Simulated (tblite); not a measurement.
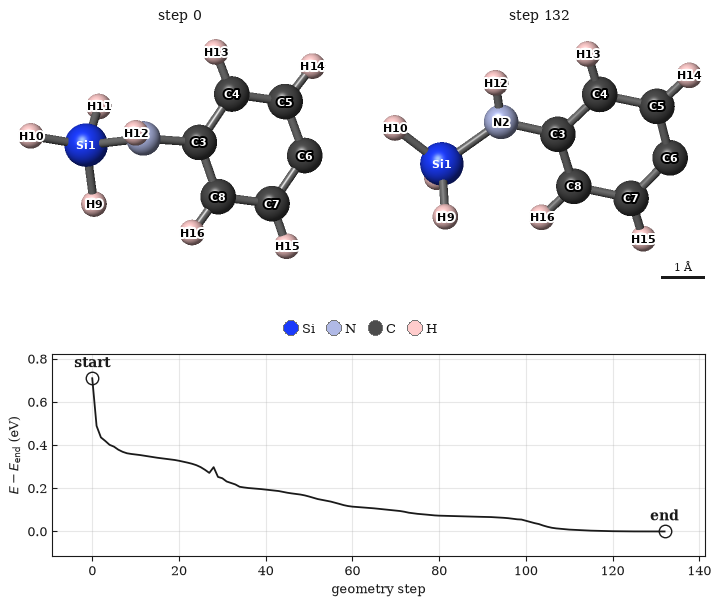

First and last geometry of a relaxation of C₆H₈NSi (multiplicity 2), with the history of the run. Style: ball-and-stick. Shown face on.

Level of theory: GFN2-xTB geometry optimisation, gas phase in tblite 0.8.0. 

What do the curves and the structures tell?

Answer. It converged. Over 132 geometry steps the energy falls by 0.710 eV. H11 moves most after the best rigid fit: 1.74 Å. By element the largest moves are H 1.74 Å, N 0.76 Å, C 0.66 Å, Si 0.54 Å. Near-neighbour distances that change, for instance: Si1–N2 1.827 → 1.729 Å, N2–C3 1.433 → 1.382 Å, C6–C7 1.390 → 1.364 Å, Si1–H10 1.435 → 1.461 Å. Among the angles between lasting bonds that change: Si1–N2–C3 113.6° → 128.7°, C3–N2–H12 123.9° → 112.6°, N2–Si1–H10 112.6° → 103.1°. Groups turn about N2–C3 by about 80°. Cost: 0.74 s on 1 thread of Arm Neoverse V2, on a shared host.
